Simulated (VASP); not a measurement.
Band structure of CdS (wurtzite). Computed with modified Becke-Johnson potential (mBJ), VASP's PBE PAW potentials (set 64) (plane waves; VASP).

mBJ is a potential without an energy functional, so only the levels count.

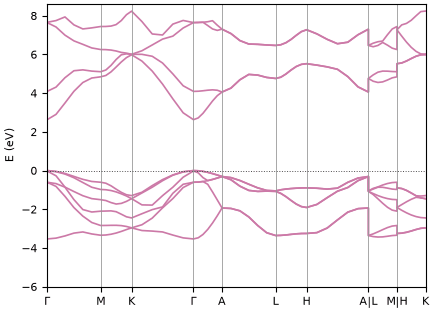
Figure. Bands along high-symmetry lines, zero at the valence-band maximum or, without a gap, the Fermi level

Problem. Read the plot: is there a gap, and where are the band edges?

Solution. The gap is direct, 2.63 eV, from the valence maximum at Γ to the conduction minimum at Γ.

Measured: gap 2.64 eV at 0 K (computed value off by -0.01 eV), as given by X. Ren et al., All-electron periodic G0W0 implementation with numerical atomic orbital basis functions: algorithm and benchmarks (2021), arXiv:2011.01400 [zero-point renormalisation of 0.068 eV removed from the gap extrapolated to 0 K (as printed)].

The compound is CdS in the wurtzite structure. It was relaxed first. The k-mesh is coarse (spacing up to 0.43 per Å, 2π included), so the numbers may not be converged in it. The cell's shape comes from a PBE relaxation.
